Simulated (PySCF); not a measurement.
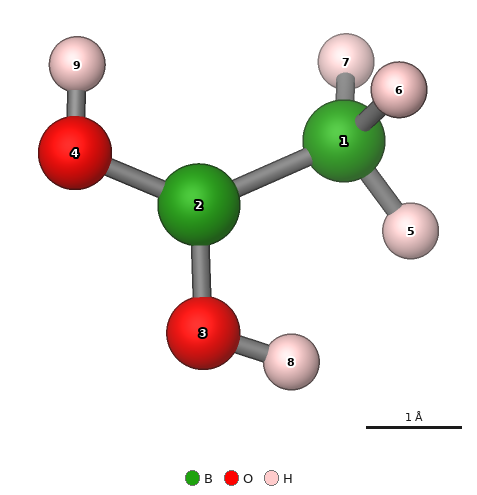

The structure as given in the input (ball-and-stick view, seen at a tilt; atoms are numbered from 1 in the order of the input). Bond lengths as drawn: B–B 1.73 Å, B–H 1.20 to 1.25 Å, B–O 1.35 to 1.42 Å and H–O 0.94 to 0.99 Å.

**B$_{2}$H$_{5}$O$_{2}$ (charge −1): excited-state calculation**

The run: excited-state calculation of B$_{2}$H$_{5}$O$_{2}$, charge −1, SMILES [BH3-]B(O)O. Method and program: TDDFT PBE0/def2-SVPD, vertical, gas phase, core orbitals frozen in the response (PySCF 2.14.0).

The geometry comes from this level: GFN2-xTB, MD frame at 250 fs, 300 K. It belongs to a series of runs on one base structure; here: MD frame at 250 fs, 300 K.

### Log
```
coarse grid: 7448 points
cycle   1  E = -202.6723547944  dE =  2.835e-01  |g| = 8.778e-01  |ddm| = 3.561e+00
cycle   2  E = -202.5141025283  dE =  1.583e-01  |g| = 1.281e+00  |ddm| = 4.309e+00
cycle   3  E = -202.8540603949  dE = -3.400e-01  |g| = 1.241e-01  |ddm| = 3.481e+00
cycle   4  E = -202.8582327076  dE = -4.172e-03  |g| = 2.975e-02  |ddm| = 3.181e-01
cycle   5  E = -202.8585196868  dE = -2.870e-04  |g| = 5.888e-03  |ddm| = 8.284e-02
cycle   6  E = -202.8585281704  dE = -8.484e-06  |g| = 2.111e-03  |ddm| = 1.944e-02
final grid: 71696 points
cycle   7  E = -202.8976362762  dE = -3.048e-05  |g| = 7.346e-03  |ddm| = 8.169e-02
cycle   8  E = -202.8976238871  dE =  1.239e-05  |g| = 1.098e-02  |ddm| = 2.028e-02
cycle   9  E = -202.8976471484  dE = -2.326e-05  |g| = 6.598e-04  |ddm| = 1.091e-02
cycle  10  E = -202.8976472631  dE = -1.146e-07  |g| = 1.651e-04  |ddm| = 2.127e-03
cycle  11  E = -202.8976472696  dE = -6.516e-09  |g| = 7.888e-05  |ddm| = 3.850e-04
cycle  12  E = -202.8976472708  dE = -1.180e-09  |g| = 2.046e-05  |ddm| = 1.013e-04
cycle  13  E = -202.8976472709  dE = -8.976e-11  |g| = 2.584e-06  |ddm| = 3.353e-05
```

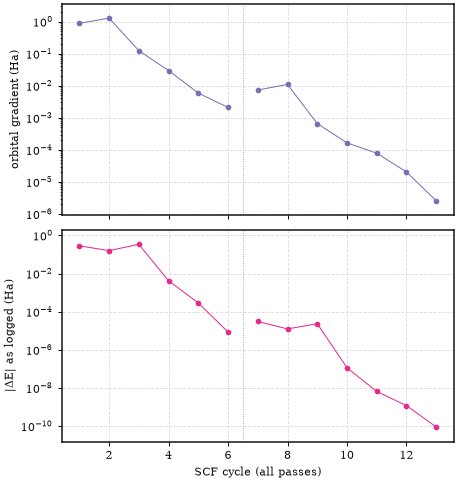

Convergence of the self-consistent field: orbital gradient and size of the energy change against the SCF cycle. The dotted line marks the change from a coarse to the final integration grid. The first 6 cycles use a coarse grid, the final grid takes over at cycle 7, and the field converges after 13 cycles in all.

```
converged SCF energy = -202.8976472709

Static polarisability (au): isotropic 56.893, principal 48.976 58.519 63.182

Singlet excitations
state   eV       nm        f      main configurations
  1   4.3666    283.9   0.04159   H->L 0.99
  2   5.2699    235.3   0.03051   H-1->L 0.96
  3   5.3989    229.6   0.00920   H->L+1 0.79, H->L+2 0.18
  4   5.6234    220.5   0.00811   H->L+2 0.80, H->L+1 0.18
  5   5.6770    218.4   0.05396   H-2->L 0.97
```

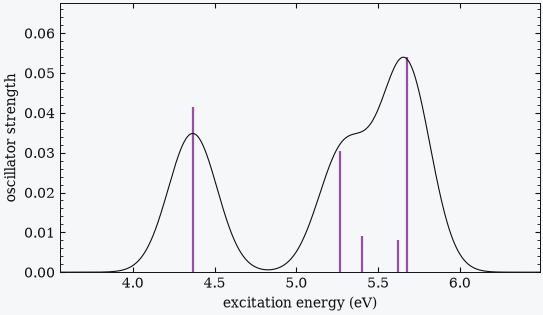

Computed excitations as sticks (degenerate states added up, dark ones marked on the axis), with a Gaussian envelope of 0.35 eV full width at half maximum, scaled to the tallest. Of the 5 states the lowest lies at 4.37 eV (f = 0.042); the strongest line is at 5.68 eV, or 218 nm (f = 0.054).

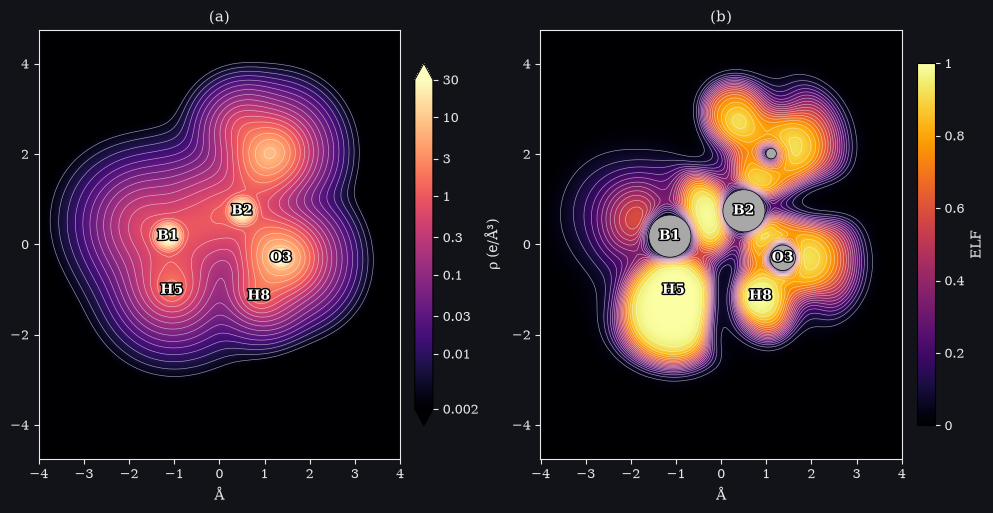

(a) total electron density; (b) ELF on the plane of atoms B1, B2 and O3. Grey discs, where drawn, cover atomic cores. Atoms in the plane: B, O and H. B–O (1.35 Å): ρ is about 2.2 e/Å³ halfway; the ELF peaks at about 0.90 between the atoms (a shared but strongly polarised pair).

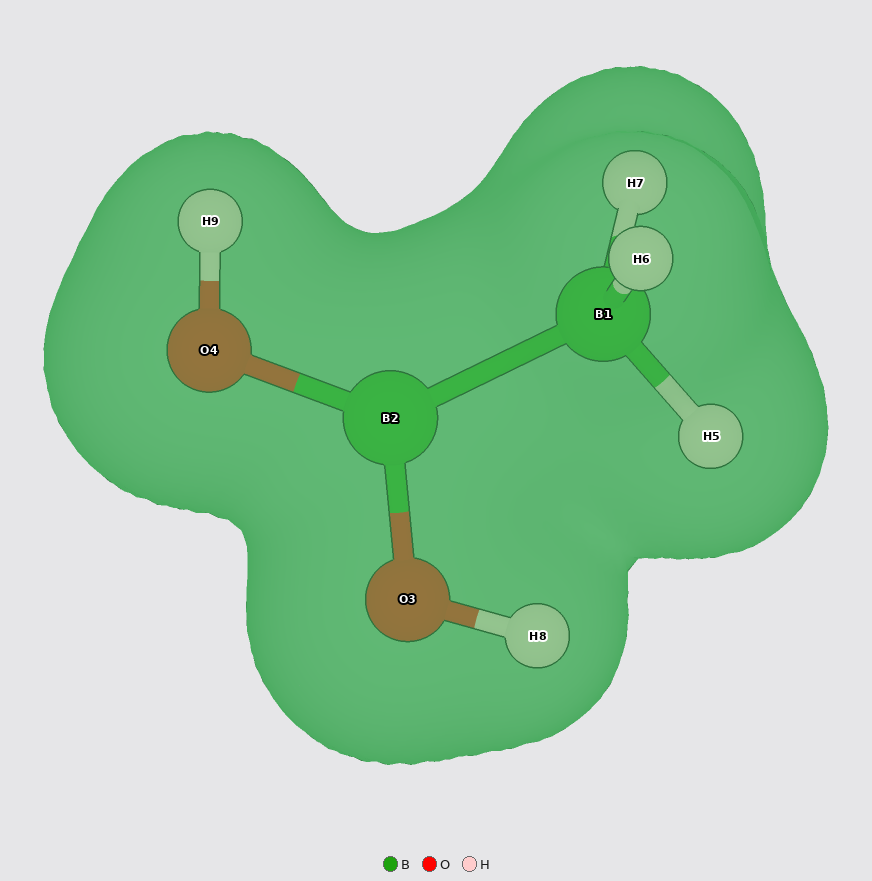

Isosurface of the total electron density at 0.1 e/Å³ (green), seen face on. At this value the surface is in one piece. On the grid the lowest density along these lines, outside the cores, is 1.6 e/Å³ (B–O, 1.35 Å), 0.95 e/Å³ (B–B, 1.73 Å), 2.6 e/Å³ (O–H, 0.94 Å) and 1.2 e/Å³ (B–O, 1.42 Å).

The run was set up as follows.

### The input
```
{"job": {"kind": "uv", "xc": "PBE0", "basis": "def2-SVPD", "nstates": 5, "ntriplets": 0}, "charge": -1, "multiplicity": 1}
B      0.945200    -0.541800     0.584100
B     -0.635600    -0.129900     0.002700
O     -1.338800    -1.242100    -0.294300
O     -1.230600     1.083900    -0.440900
H      0.976900    -1.740100     0.569800
H      1.089300    -0.299900     1.764100
H      1.941100    -0.031400     0.020900
H     -0.848900    -2.044800     0.009100
H     -0.625000     1.796600    -0.332100
```

The first line tells a small driver script what to run in PySCF; the rest is the geometry in Å.

Launched with:
```bash
OMP_NUM_THREADS=1 python <driver script> task.json out
```

### Results in brief

| quantity | value |
| --- | --- |
| outcome | converged |
| total energy | −202.897647 hartree |
| HOMO | −1.45 eV |
| LUMO | 3.94 eV |
| mean polarisability | 56.89 a.u. |
| lowest excitation | 4.37 eV |
| hardware | 1 CPU thread, shared host |
| wall time | 21 s |
| peak memory | 0.55 GiB |
